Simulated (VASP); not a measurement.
Band structure of GeW (relaxed from the WC structure, space group P-6m2). Level of theory: r2SCAN meta-GGA, VASP's PBE PAW potentials (set 64) (plane waves; VASP).

Unless said otherwise, spin-orbit coupling is left out, though it shifts the bands of the heavy elements here.

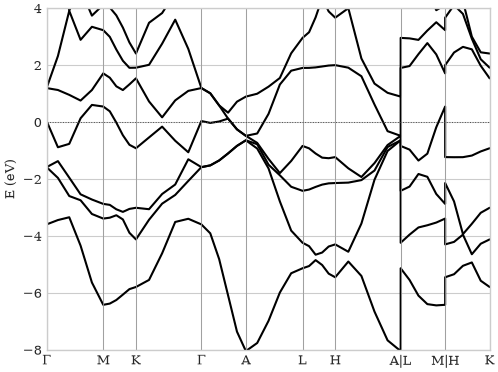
Figure: Bands along high-symmetry lines, zero at the valence-band maximum or, without a gap, the Fermi level

Problem. Read the plot: is there a gap, and where are the band edges?

Solution. It has no gap at this level: it comes out as a metal or semimetal.

The structure was generated: GeW was put into the WC type (P-6m2), which need not be its known phase. It was relaxed first, which changed the volume by -16 %.
